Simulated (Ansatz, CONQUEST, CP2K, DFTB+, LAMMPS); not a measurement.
# Running liquid K(F,Br) at 1200 K (94 atoms) with DFTB+

Wanted: DFTB+ inputs and outputs for liquid K(F,Br) at 1200 K (94 atoms), checked against a plane-wave reference.

Program: DFTB+ 25.1. Level of theory: the method is named at each step. Results are calculated unless marked as measured.

### 1. Set-up

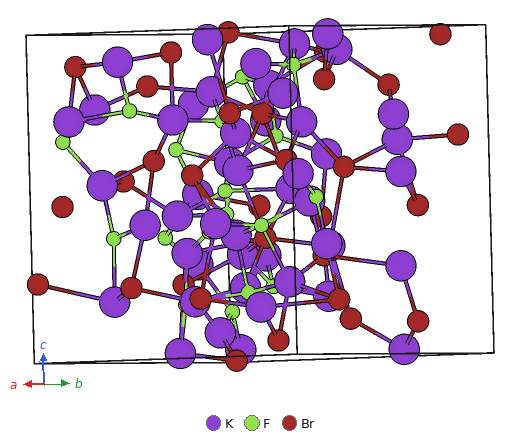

The starting structure, seen from a free direction (potassium purple, fluorine green, bromine red). Bonds to atoms that aren't drawn are left out. Some periodic images of atoms are drawn too.

The cell holds 94 atoms: 47 K, 18 F and 29 Br. Its edges and angles: a = 15.650 Å, b = 15.650 Å, c = 15.650 Å, α = 90.0°, β = 90.0°, γ = 90.0°. 94 atoms (47 K, 18 F, 29 Br) placed at random at 1.95 g/cm³, melted at 1800 K for 10 ps at fixed volume with the Lennard-Jones and Coulomb ion parameters for SPC/E (Joung and Cheatham, J. Phys. Chem. B 112, 9020 (2008)), full charges. Snapshot at the end of a hold of 20 ps at 1200 K and fixed volume.

The yardstick, on the same geometry:

| Item | Value |
| --- | --- |
| method | Kohn-Sham DFT, PBE, PAW, plane waves (Ansatz 0.2.0); cutoff 420 eV, Γ point, fermi-dirac smearing of 0.05 eV; PAW set soft_2 |
| r.m.s. force component | 0.2821 eV/Å |
| longest force | 1.368 eV/Å |
| pressure | -0.4619 GPa |
| gap (highest filled to lowest empty level) | 3.075 eV |
| SCF cycles | 9 |
| time | 47 s on 4 threads of Intel Xeon Platinum 8259CL at 2.50GHz (Skylake/Cascade Lake), shared host |
| CPU time | 3 min |

### 2. IPEA1-xTB

Method: IPEA1-xTB tight binding, diagonalisation.

dftb_in.hsd reads:

```
Geometry = GenFormat {
  <<< geo.gen
}
Driver = {}
Hamiltonian = xTB {
  Method = "IPEA1-xTB"
  SccTolerance = 1e-06
  MaxSccIterations = 300
  Mixer = Broyden { MixingParameter = 0.2 }
  Filling = Fermi { Temperature [K] = 580 }
  KPointsAndWeights = { 0.0 0.0 0.0 1.0 }
}
Analysis {
  PrintForces = Yes
  MullikenAnalysis = Yes
}
ParserOptions { ParserVersion = 14 }
```

geo.gen reads:

```
94 F
K F Br
1 1 0.17642 0.02124 0.51204
2 1 0.78268 0.45463 0.17486
3 1 0.25339 0.20338 0.60339
4 1 0.97163 0.32418 0.90886
5 1 0.17853 0.01679 0.29750
6 1 0.44699 0.97509 0.73018
7 1 0.41824 0.12288 0.44381
8 1 0.74866 0.59984 0.68442
9 1 0.73158 0.07451 0.53890
10 1 0.30151 0.18753 0.08609
11 1 0.72243 0.04640 0.77023
12 1 0.78628 0.15135 0.18230
13 1 0.43816 0.61878 0.71682
14 1 0.19631 0.80601 0.01747
15 1 0.05073 0.07577 0.03660
16 1 0.81839 0.98714 0.33643
17 1 0.78290 0.38745 0.73021
18 1 0.33753 0.63913 0.33811
19 1 0.92428 0.63301 0.96846
20 1 0.61864 0.58585 0.89568
21 1 0.55562 0.47760 0.21664
22 1 0.72642 0.57485 0.37347
23 1 0.27083 0.44714 0.51807
24 1 0.56683 0.23211 0.02303
25 1 0.11495 0.22859 0.31880
26 1 0.92257 0.96288 0.55049
27 1 0.21504 0.04245 0.78579
28 1 0.59379 0.28780 0.32595
29 1 0.11735 0.74091 0.65848
30 1 0.30170 0.49731 0.95710
31 1 0.65350 0.80293 0.47111
32 1 0.20353 0.32224 0.83512
33 1 0.99972 0.15461 0.73191
34 1 0.81576 0.29681 0.41248
35 1 0.94770 0.66371 0.40722
36 1 0.69776 0.75220 0.22672
37 1 0.32772 0.29926 0.32223
38 1 0.92075 0.80804 0.14882
39 1 0.43304 0.97867 0.26785
40 1 0.93750 0.92442 0.79713
41 1 0.32426 0.90611 0.55687
42 1 0.52268 0.34210 0.81667
43 1 0.01274 0.39213 0.62396
44 1 0.45146 0.76976 0.93312
45 1 0.51947 0.43330 0.57469
46 1 0.72538 0.94148 0.97630
47 1 0.07274 0.43215 0.18957
48 2 0.15660 0.12690 0.15127
49 2 0.63832 0.31069 0.16917
50 2 0.65646 0.42071 0.38880
51 2 0.93228 0.33554 0.75982
52 2 0.29887 0.03432 0.64803
53 2 0.78010 0.92353 0.48140
54 2 0.76966 0.14185 0.37538
55 2 0.79032 0.71961 0.40001
56 2 0.85672 0.02260 0.67342
[... 38 atom lines left out ...]
0.0 0.0 0.0
15.65030 0.00000 0.00000
0.00000 15.65030 0.00000
0.00000 0.00000 15.65030
```

Run with:

```bash
> OMP_NUM_THREADS=1 dftb+ > output.txt
```

The log of the run:

```text
Reading input file 'dftb_in.hsd'
Parser version: 14
--------------------------------------------------------------------------------
Processed input in HSD format written to 'dftb_pin.hsd'
Starting initialization...
--------------------------------------------------------------------------------
WARNING!
-> Dipole printed for extended system : value printed is not well defined
Mode:                        Static calculation
Self consistent charges:     Yes
SCC-tolerance:                 0.100000E-05
Max. scc iterations:                    300
Shell resolved Hubbard:      Yes
Spin polarisation:           No
Nr. of up electrons:           188.000000
Nr. of down electrons:         188.000000
Periodic boundaries:         Yes
Electronic solver:           Relatively robust
Mixer:                       Broyden mixer
Mixing parameter:                  0.200000
Nr. of chrg. vec. in memory:            300
Max. SCC-cycles:                        300
tblite library version:      0.3.0
-> parametrization:          IPEA1-xTB
-> repulsion:                Yes
-> dispersion:               Yes
-> halogen bonding:          Yes
-> electrostatics:           Yes
   -> isotropic:             Yes
   -> anisotropic:           No
   -> third-order:           Yes
Electronic temperature:              0.183675E-02 H      0.499806E-01 eV
Initial charges:             Set automatically (system chrg:   0.000E+00)
Included shells:             K:  s, p
                             F:  s, p, s2
                            Br:  s, p, d
K-points and weights:           1:  0.000000  0.000000  0.000000     1.000000
K-points in absolute space:     1:  0.000000  0.000000  0.000000
Extra options:
                             Mulliken analysis
                             Force calculation
Force type                   original
--------------------------------------------------------------------------------
***  Geometry step: 0
 iSCC Total electronic   Diff electronic      SCC error
    1   -0.23358972E+03    0.00000000E+00    0.96024438E+00
    2   -0.23433125E+03   -0.23358972E+03    0.75919702E+00
    3   -0.23404146E+03   -0.74152927E+00    0.91632630E+00
    4   -0.23424343E+03    0.28978269E+00    0.71002943E+00
    5   -0.23430268E+03   -0.20197055E+00    0.80619297E+00
    6   -0.23431001E+03   -0.59248315E-01    0.93203984E+00
    7   -0.23455116E+03   -0.73310646E-02    0.36702335E+00
    8   -0.23463759E+03   -0.24114331E+00    0.19719805E+00
    9   -0.23459097E+03   -0.86430545E-01    0.40273882E+00
   10   -0.23452270E+03    0.46619740E-01    0.69466227E+00
   11   -0.23462831E+03    0.68264318E-01    0.37491637E+00
   12   -0.23468401E+03   -0.10560651E+00    0.12915873E+00
[...]
>> Charges saved for restart in charges.bin
[...]
>> Charges saved for restart in charges.bin
[...]
58   -0.23469864E+03    0.14658269E-07    0.68207720E-05
   59   -0.23469864E+03   -0.63727441E-08    0.70235324E-05
>> Charges saved for restart in charges.bin
   60   -0.23469864E+03    0.11347936E-08    0.59107067E-05
   61   -0.23469864E+03    0.45375828E-08    0.35667943E-05
>> Charges saved for restart in charges.bin
   62   -0.23469864E+03   -0.15776891E-08    0.71264570E-06
Total Energy:                     -234.8108831939 H        -6389.5292 eV
Extrapolated to 0K:               -234.8179817897 H        -6389.7224 eV
Total Mermin free energy:         -234.8250803856 H        -6389.9156 eV
Force related energy:             -234.8250803856 H        -6389.9156 eV
Volume:                              0.258681E+05 au^3   0.383326E+04 A^3
Pressure:                           -0.108202E-03 au    -0.318341E+10 Pa
```

detailed.out:

```text
Fermi distribution function
Calculation with static geometry
********************************************************************************
 iSCC Total electronic   Diff electronic      SCC error
   62   -0.23469864E+03   -0.15776891E-08    0.71264570E-06
********************************************************************************
 Total charge:    -0.00000000
 Atomic gross charges (e)
 Atom           Charge
    1       0.45912839
    2       0.39658882
    3       0.47833218
    4       0.18954896
    5       0.20513619
    6       0.23939676
    7       0.40686138
    8       0.10181970
    9       0.07956772
   10       0.18366116
   11       0.22611055
   12       0.35230327
[...]
90      -0.15446630
   91      -0.13497168
   92      -0.12559181
   93      -0.13787855
   94      -0.09684946
Fermi level:                        -0.4391001231 H          -11.9485 eV
Band energy:                      -215.7366657518 H        -5870.4934 eV
TS:                                  0.0141971917 H            0.3863 eV
Band free energy (E-TS):          -215.7508629435 H        -5870.8797 eV
Extrapolated E(0K):               -215.7437643476 H        -5870.6865 eV
Input / Output electrons (q):    376.0000000000    376.0000000000
Energy H0:                        -235.5008942667 H        -6408.3054 eV
Energy SCC:                          0.8022527880 H           21.8304 eV
Total Electronic energy:          -234.6986414787 H        -6386.4750 eV
Repulsive energy:                    0.1835090210 H            4.9935 eV
Halogen correction energy:           0.0000000000 H            0.0000 eV
Total energy:                     -234.8108831939 H        -6389.5292 eV
Extrapolated to 0:                -234.8179817897 H        -6389.7224 eV
Total Mermin free energy:         -234.8250803856 H        -6389.9156 eV
Force related energy:             -234.8250803856 H        -6389.9156 eV
Non-constrained calculation
SCC converged
Total Forces
    1     -0.050261253210      0.030681798792     -0.007085798733
    2      0.002421635062     -0.002393064560     -0.008178525245
    3      0.010692679261      0.010572895785      0.012046854247
    4     -0.007615843587     -0.012090210126     -0.000508150554
    5      0.001138894546     -0.013652284594     -0.019096408110
    6      0.006469650633      0.000860269552      0.007667811044
    7     -0.000148260125      0.007070524199      0.002142796938
    8      0.004037573771      0.012338152543      0.005207995909
    9     -0.006428206013     -0.000250860627     -0.002691340706
   10     -0.003823829018     -0.012185781757      0.008495015767
   11     -0.005706404694      0.003539390314     -0.002370902680
[...]
90     -0.004372899542     -0.001257980711      0.004235431074
   91     -0.001870192402      0.005353685998     -0.002083085992
   92     -0.001035943563      0.008501529215      0.001254261783
   93     -0.000875020141     -0.011635454339      0.000300008618
   94     -0.006152092000      0.000821971815      0.006178496474
Total stress tensor
     -0.000096305448     -0.000005598580      0.000008638321
     -0.000005598580     -0.000113831729     -0.000004166932
      0.000008638321     -0.000004166932     -0.000114468156
Total lattice derivs
      0.084235248272      0.004896895767     -0.007555659156
      0.004896895767      0.099564917352      0.003644680345
     -0.007555659156      0.003644680345      0.100121579469
Maximal derivative component:        0.502613E-01 au
Volume:                              0.258681E+05 au^3
Pressure:                           -0.108202E-03 au    -0.318341E+10 Pa
Warning: dipole moment is not defined absolutely!
Dipole moment:    4.39442044    2.97737530   -5.88620527 au
Dipole moment:   11.16950354    7.56773376  -14.96124268 Debye
```

Run time: 21 s. Hardware: 1 thread of Intel Xeon Platinum 8259CL at 2.50GHz (Skylake/Cascade Lake), shared host; peak memory 0.3 GiB.

Banners, paths, timers and routine set-up lines are dropped from the logs unmarked, and long logs keep their key lines alone; longer cuts are marked.

Compared with the plane-wave run:

| Quantity | Value |
| --- | --- |
| r.m.s. force component | 0.386 eV/Å |
| r.m.s. difference of force components | 357.4 meV/Å |
| longest difference of force vectors | 2726 meV/Å |
| force difference over r.m.s. force | 126.7 % |
| slope of forces against the reference's | 0.6337 |
| correlation of force components | 0.4632 |
| pressure | -3.183 GPa |
| pressure difference | -2.721 GPa |

Length of the force difference by element (eV/Å):

```csv
element,atoms,mean,most
Br,29,0.37,0.81
F,18,0.43,0.83
K,47,0.59,2.7
```

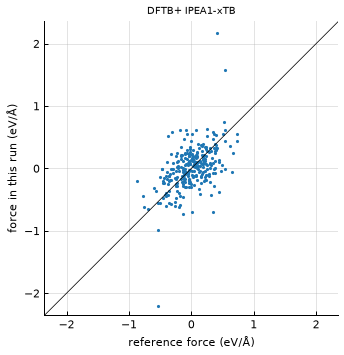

Force components against those of the reference; the line marks equality. Points beyond the frame are left out.

The surroundings of K41, which bears the longest force, nearest first, numbered as they follow in the input and with coordinates relative to it.

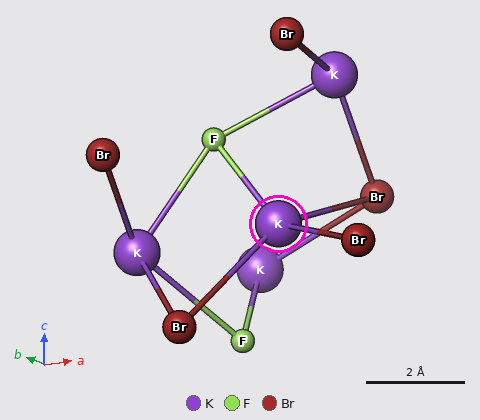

The atoms of the table, within 4.2 Å (arrows a, b, c point along x, y, z); some may hide others; the central atom is ringed.

```
atom      x      y      z  distance (Å)  Mulliken charge (e)     Fx     Fy  Fz (eV/Å)
 K41   0.00   0.00   0.00          0.00                 0.36   2.17  -2.20       0.58
 F52  -0.40   2.01   1.43          2.49                -0.40  -0.03   0.08      -0.22
  K1  -2.31   1.80  -0.70          3.02                 0.46  -2.58   1.58      -0.36
 F64   0.04   1.57  -2.76          3.18                -0.38  -0.40   0.23       0.47
Br77  -0.03  -3.40   0.32          3.41                -0.15  -0.16  -0.14      -0.24
  K6   1.92   1.08   2.71          3.49                 0.24   0.33   0.04       0.39
Br70   3.17   1.51  -0.06          3.51                -0.15   0.20  -0.12      -0.30
Br92  -3.08  -1.34  -1.58          3.71                -0.13  -0.05   0.44       0.06
  K7   1.47   3.39  -1.77          4.10                 0.41  -0.01   0.36       0.11
Br66  -3.77   0.64   1.73          4.20                -0.10   0.05   0.23       0.10
Br68  -0.23  -0.77   4.16          4.24                -0.17  -0.13  -0.06      -0.14
```

Forces lie 127 % from the reference's, at 0.12 times its CPU time (on 1 against 4 cores); the SCF took 62 steps, which the time reflects.

(Part 1 of 2 ends here.)

[Also dropped from logs without a mark: logging warnings of Python, and SIESTA's first energy breakdown and zero terms.]

[Logs are printed without paths, hosts, clocks, repeated set-up lines and the standing remarks that a program may print on its own settings, such as how far it seeks lower states.]

[Hosts, paths, dates, database ids (printed as entryN), source tags and the programs' standing remarks are cut or masked in the printed files.]
